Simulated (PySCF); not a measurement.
# C₂H₅, doublet, SMILES `[CH2]C`: electronic structure

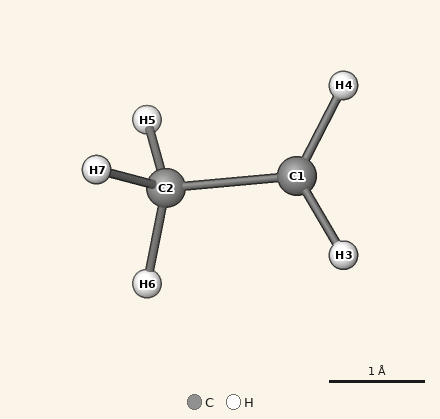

The molecule, with its atoms numbered as below. No frequency check shows the geometry to be a minimum.

Geometry (Å), atoms numbered from 1:

```
C1      -0.7843    0.0001    0.0173
C2       0.6864    0.0009    0.0033
H3      -1.3287   -0.9226   -0.0354
H4      -1.3311    0.9196   -0.0443
H5       1.0846    0.8935    0.4860
H6       1.0869   -0.8851    0.4946
H7       1.0761   -0.0113   -1.0247
```

## 1. Bonding charge

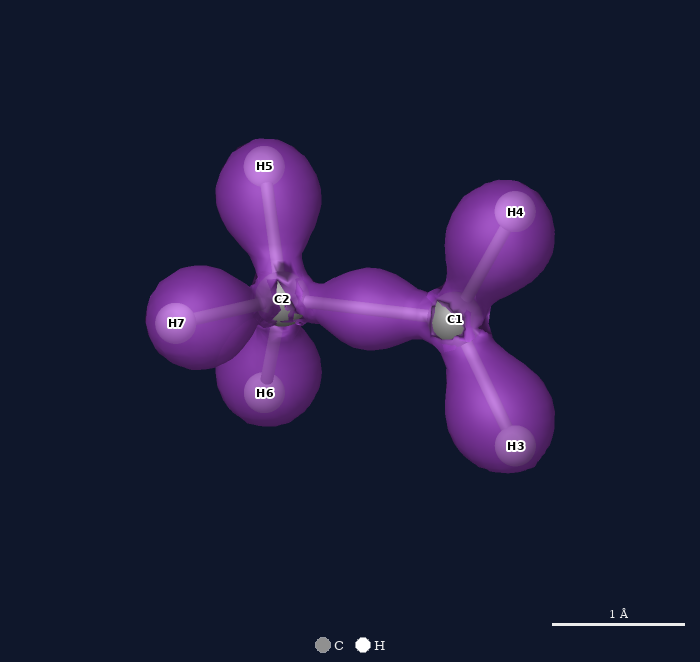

Deformation density (molecule less spherical, spin-averaged free atoms at the same positions), surfaces at ±0.25 e/Å³; purple: gain, green: loss.

PySCF calculation, B3LYP/def2-SVPD, gas phase; geometry: GFN2-xTB. The stability of the open-shell solution wasn't checked. GFN2-xTB doesn't know the spin state, so this open-shell geometry is rough.

Question: How much density has each bond gained at its critical point, relative to the free atoms?

Answer: C1–H4 and C1–H3: +0.72 e/Å³ at the bond critical point (bond length 1.07 Å). C2–H6 and C2–H5: +0.67 e/Å³ at the bond critical point (bond length 1.09 Å). C2–H7: +0.62 e/Å³ at the bond critical point (bond length 1.10 Å). C1–C2: +0.50 e/Å³ at the bond critical point (bond length 1.47 Å). In all, 1.4 electrons gather in the regions of gain relative to the promolecule.

Question: Where do the Hirshfeld charges lie?

Answer: The highest Hirshfeld charge is on H5 and H6 (+0.04 e), the lowest on C2 (−0.10 e).

## 2. Bond critical points

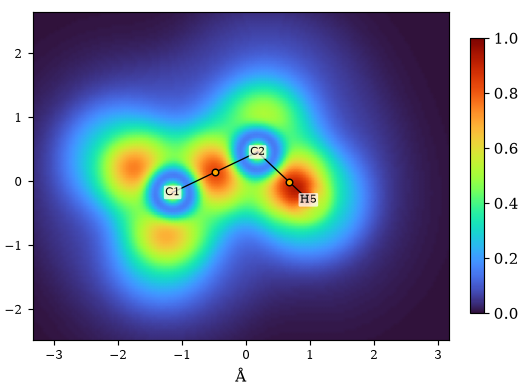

Localised orbital locator (LOL) in the plane of C1, C2 and H5, with bond paths and bond critical points (dots).

Question: What values does LOL take at the bond critical points in this plane?

Answer: C2–H5: about 0.88; C1–C2: about 0.83. Values above 0.5 mark slow, localised electrons, as in shared pairs; low values at a critical point mark a polar or closed-shell contact whose critical point lies between the shells.

Question: Where along C2–H5 does the critical point lie?

Answer: 0.68 Å from C2 and 0.41 Å from H5.

## 3. Local ionisation energy

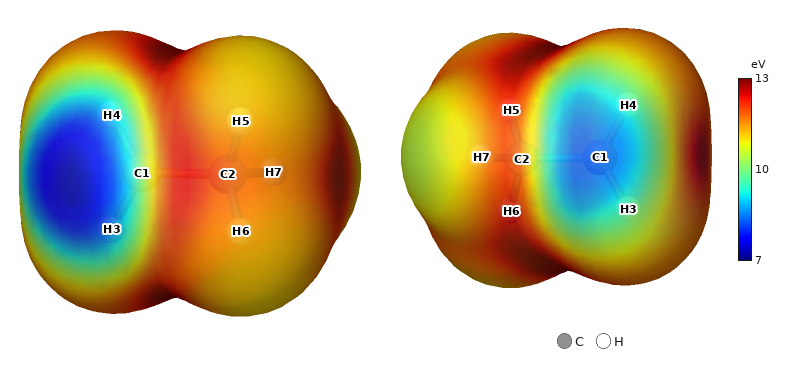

Average local ionisation energy on the surface of electron density 0.001 a.u. (back view left, front view right).

Question: Where are the most loosely bound electrons on this surface?

Answer: The lowest value is 7.3 eV, over C1, off the plane of its three bonds (2.1 Å). Further minima include 8.2 eV, over C1, off the plane of its three bonds (2.0 Å); 10.4 eV, 1.4 Å from H7; 11.0 eV, 1.4 Å from H6, and at like points elsewhere. For comparison, the highest occupied orbital lies at −5.6 eV.

Question: What volume does the surface enclose, and what is the dipole moment?

Answer: About 63 Å³; the dipole moment is 0.3 D.

## 4. Spin density

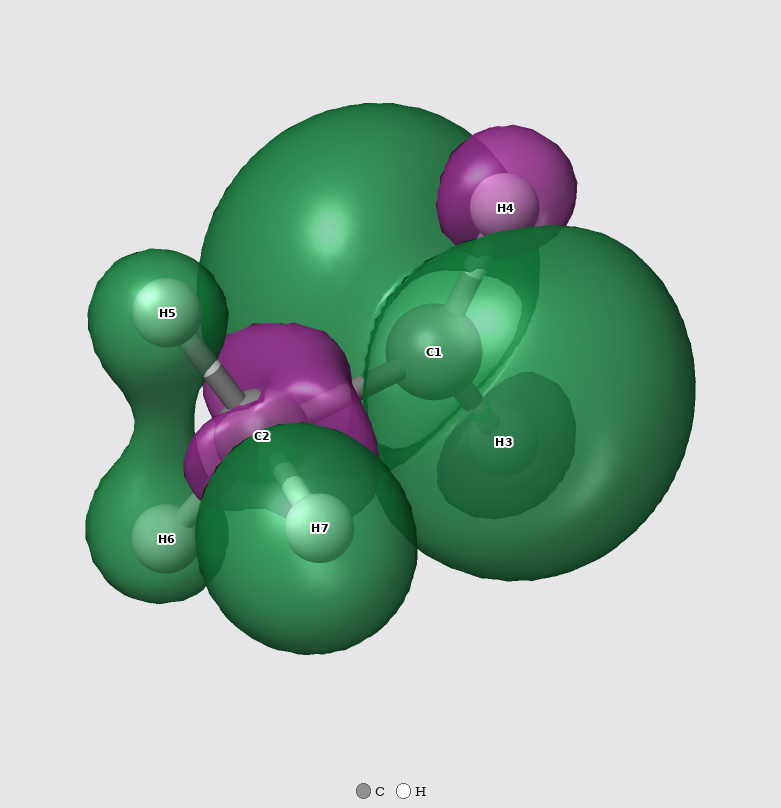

Spin density ρα − ρβ at ±0.01 e/Å³ (green: excess α, purple: excess β).

Question: How is the spin shared among the atoms?

Answer: Hirshfeld spin populations: C1 +0.74, C2 +0.06, H3 and H4 +0.06 and H7 +0.06. ⟨S²⟩ = 0.75, as for a pure state. The picture also shows regions of β spin from spin polarisation; the Hirshfeld sums, whose atoms overlap, net them against the α spin of neighbours.

## 5. In an electric field

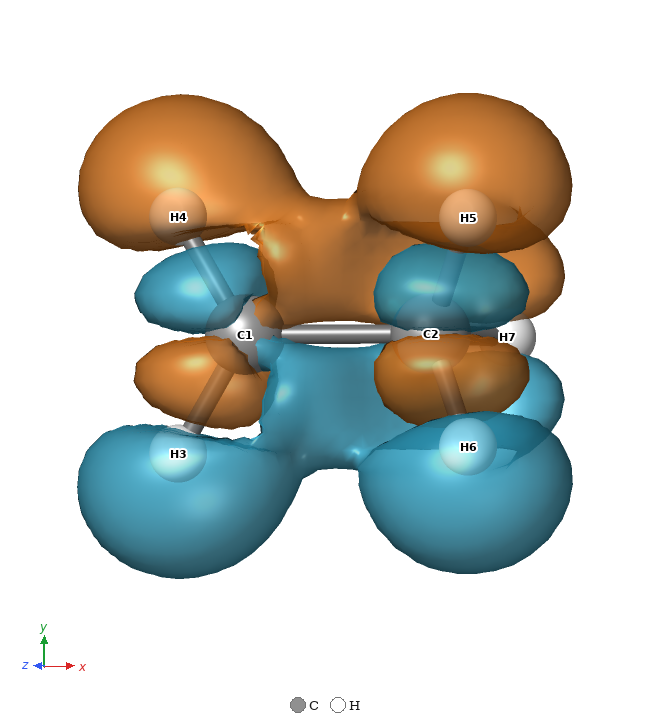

Change of the electron density in a uniform field of 0.51 V/Å, surfaces at ±0.003 e/Å³ (light blue: gain, orange: loss).

Method: ωB97X/cc-pVTZ; geometry: GFN2-xTB; program: PySCF. A basis without diffuse functions makes polarisabilities too small. The stability of the open-shell solution wasn't checked. GFN2-xTB doesn't know the spin state, so this open-shell geometry is rough.

Question: Along which Cartesian direction does the field point?

Answer: Along +y: electrons gather on the −y side, against the field.

Question: How large is the response?

Answer: The induced dipole is 0.62 D (along the field); α along this axis, from the fields in both directions, is 24 bohr³ (3.6 Å³).

Question: Which atoms gain and lose the most charge?

Answer: Electrons gather most on H6 (Hirshfeld charge changes by −0.016 e) and leave H5 most (+0.016 e); 0.070 electrons are displaced in all.

## 6. Removing or adding an electron

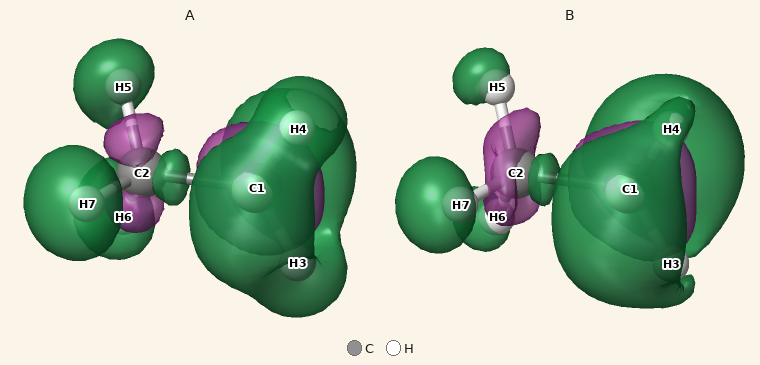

The two Fukui functions at ±0.03 e/Å³ (green positive, purple negative).

Computed with PySCF, TPSSh/def2-TZVP, geometry: GFN2-xTB. GFN2-xTB doesn't know the spin state, so this open-shell geometry is rough.

Question: Why do the two look alike?

Answer: The electron leaves from or enters the same singly occupied orbital. A is f⁻, B is f⁺. f⁻ (Hirshfeld-condensed) is largest on C1 (0.40); the vertical ionisation energy is 8.50 eV (to the singlet cation, which needn't be its lowest state). f⁺ (Hirshfeld-condensed) is largest on C1 (0.41); the vertical electron affinity is −1.08 eV (to the singlet anion, which needn't be its lowest state; negative, but this basis has no diffuse functions, so it doesn't show that the anion is unbound).
